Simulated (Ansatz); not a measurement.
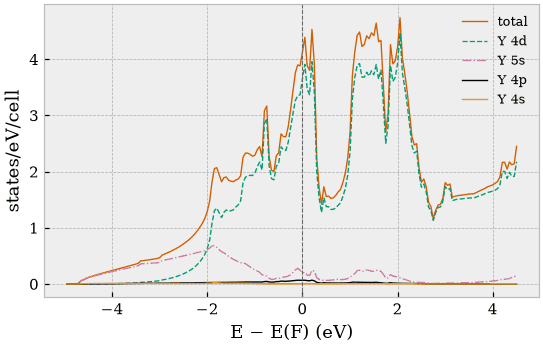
Total and projected density of states of Y (hcp (Mg type), P6_3/mmc), PBEsol (plane waves, PAW; program Ansatz)

Task: Which orbitals carry the states next to the Fermi level?

Result: Within 0.5 eV of the Fermi level: Y 4d 89 %, Y 5s 5 %. Projections are on Löwdin-orthogonalised atomic valence shells; empty p or d shells of many metals are not among them.

Symmetry was held in the PBEsol relaxation. The run is not spin-polarised. Spin–orbit coupling is left out wherever it is not named.

Potentials: the earlier of the program's two PAW sets. The files were generated under PBE; for other functionals the program regenerates the frozen cores, and for LDA and PBEsol the local potential too.
